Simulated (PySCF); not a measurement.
Al2(mu-Br)2(OH)4, H4Al2Br2O4, singlet at its PBE0/def2-SVP optimised geometry (Å):

```
12

Al    -2.6278     1.0968     2.1712
Al    -0.7033    -0.6760     0.0000
Br    -1.6143    -1.1317     2.2265
O     -2.0176     2.0956     3.3977
H     -1.1149     2.2916     3.6443
O     -4.2985     0.9187     1.9492
H     -4.9509     1.3614     2.4940
Br    -1.6125     1.5975     0.0000
O      0.9919    -0.6760     0.0000
H      1.6125    -0.2147     0.5621
O     -1.5692    -1.5975    -1.1283
H     -1.1489    -2.1412    -1.7963
```

Method: PySCF with PBE0/def2-TZVP. Cells within 0.4 Å of a nucleus heavier than hydrogen are left out (blank, or x).

Map of the HOMO amplitude (bohr^(-3/2)) on the plane z = 0.0 Å; orbital energy -8.66 eV, overall sign arbitrary:

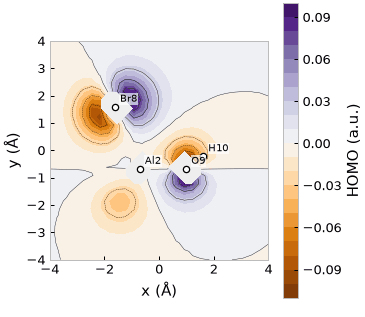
Figure: HOMO amplitude (bohr^(-3/2)) on the plane z = 0.0 Å.
